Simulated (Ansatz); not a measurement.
**OH− (hydroxide): CCSDTQ/3-21G**

What is the vertical ionisation energy of OH− (hydroxide) at CCSDTQ/3-21G? 

The results are computed with Ansatz 0.2.0.

2 further runs of the same task are left out: 2 that didn't finish.

## 1. The system as given

The species is OH− (2 atoms), meant as a singlet with charge -1. SMILES: `[OH-]`. The coordinates come from a PBE0-D4/def2-TZVPD relaxation.

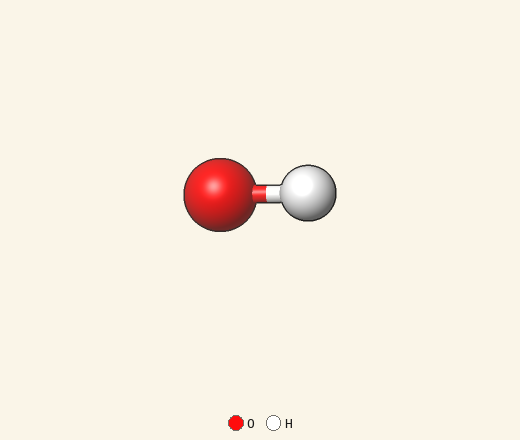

Viewed from a chosen angle; oxygen red, hydrogen white.

## 2. A single-point energy at CCSDTQ/3-21G

Contents of molecule.yaml:

```yaml
crystal:
  periodic: [false, false, false]
  atoms:
    - symbol: O
      position_ang: [0.411800, -0.131800, 0.212500]
    - symbol: H
      position_ang: [-0.411800, 0.131800, -0.212500]
basis:
  gaussian:
    orbitals: 3-21G.json
total_charge: -1
correlation:
  method: ccsdtq
  frozen_orbitals: {H: 0, O: 1}
accuracy: high
scf:
  omitted_lower_state_checks: [cluster_reference, increment]
```

The basis set 3-21G is read from a file made from the Basis Set Exchange's data (not shown).

Launch:

```sh
ansatz run molecule.yaml --threads 1 --pin off --max-ram 2610MiB --events-out events.jsonl --progress --plain --runs-dir runs
```

Standard output, cut to the lines that bear on the results:

```text
Warning: RAYON_NUM_THREADS=1 ignored (pool sized by the plan → 1); use --threads N
Functional definition: HF
  name "HF"
[...]
150 factors; integrals over basis functions are off by at most 1.5e-8 eV
[...]
mean field -2037.20441292 eV, -74.8658813080 hartree, gradient 2.6e-8 eV, S^2 0.000000; 0 other end points of the search recorded, 0 dependent functions left out
1 core orbitals not correlated: weight in the atoms' cores, before any rotation towards them, 1.000 or more for the frozen orbitals, at most 0.000 for the correlated occupied ones
reference -2037.20441292 eV, -74.8658813080 hartree; 4, 4 occupied and 6, 6 virtual orbitals, 150 factors
second order -2.94922185 eV of doubles, -0.00000000 eV of singles
cycle   1  -3.03417452 eV  change   -8.5e-2 eV  update   3.0e-2
[...]
cycle  16  -3.14892210 eV  change   8.8e-11 eV  update  4.0e-10
Total energy: -2040.35333502 eV, -74.9816020608 hartree
Checks for a lower state left out: cluster_reference, increment
```

Run time: 1.1 s. Hardware: 1 thread of Arm Neoverse V2, shared host; peak memory 0.12 GiB.

## 3. Doublet neutral OH at the same level

Contents of input.yaml:

```yaml
crystal:
  periodic: [false, false, false]
  atoms:
    - {symbol: O, position_ang: [0.411800, -0.131800, 0.212500]}
    - {symbol: H, position_ang: [-0.411800, 0.131800, -0.212500]}
basis:
  gaussian:
    orbitals: 3-21G.json
magnetization:
  spin_polarized: true
  initial_magnetization: 1
scf:
  omitted_lower_state_checks: [cluster_reference, increment]
accuracy: high
correlation:
  method: ccsdtq
  frozen_orbitals: {H: 0, O: 1}
```

The basis set 3-21G is read from a file made from the Basis Set Exchange's data (not shown).

Launch:

```sh
ansatz run input.yaml --threads 1 --pin off --max-ram 2610MiB --events-out events.jsonl --progress --plain --runs-dir runs
```

Standard output, cut to the lines that bear on the results:

```text
Warning: RAYON_NUM_THREADS=1 ignored (pool sized by the plan → 1); use --threads N
[... 2 set-up lines as earlier in the session ...]
[...]
150 factors; integrals over basis functions are off by at most 1.5e-8 eV
[...]
mean field -2040.03204850 eV, -74.9697949988 hartree, gradient 1.3e-8 eV, S^2 0.752967; 2 other end points of the search recorded, 0 dependent functions left out
1 core orbitals not correlated: weight in the atoms' cores, before any rotation towards them, 1.000 or more for the frozen orbitals, at most 0.000 for the correlated occupied ones
reference -2040.03204850 eV, -74.9697949988 hartree; 4, 3 occupied and 6, 7 virtual orbitals, 150 factors
second order -2.29294075 eV of doubles, -0.00000000 eV of singles
cycle   1  -2.45908331 eV  change   -1.7e-1 eV  update   2.5e-2
[...]
cycle  19  -2.55495190 eV  change   1.5e-10 eV  update  6.4e-10
Total energy: -2042.58700040 eV, -75.0636877493 hartree
Checks for a lower state left out: cluster_reference, increment
```

Wall time 9.9 s (1 thread of Arm Neoverse V2, shared host); peak memory 0.24 GiB.

## 4. Summary of results

Level: CCSDTQ/3-21G, 1 core orbital frozen.

```
                                                      quantity         value
                                     singlet OH−: total energy  -74.98160 Eh
       singlet OH−: correlation energy (1 core orbital frozen)    -115.7 mEh
                                    singlet OH−: T1 diagnostic         0.004
                              doublet neutral OH: total energy  -75.06369 Eh
doublet neutral OH: correlation energy (1 core orbital frozen)     -93.9 mEh
         doublet neutral OH: ⟨S²⟩ of the reference determinant         0.753
                             doublet neutral OH: T1 diagnostic         0.005
           vertical detachment energy (to the doublet neutral)     -2.234 eV
```

What this shows: The species is unbound against losing an electron at this level, by 2.23 eV (−52 kcal/mol); missing correlation or diffuse functions can give that sign where the real anion is bound.
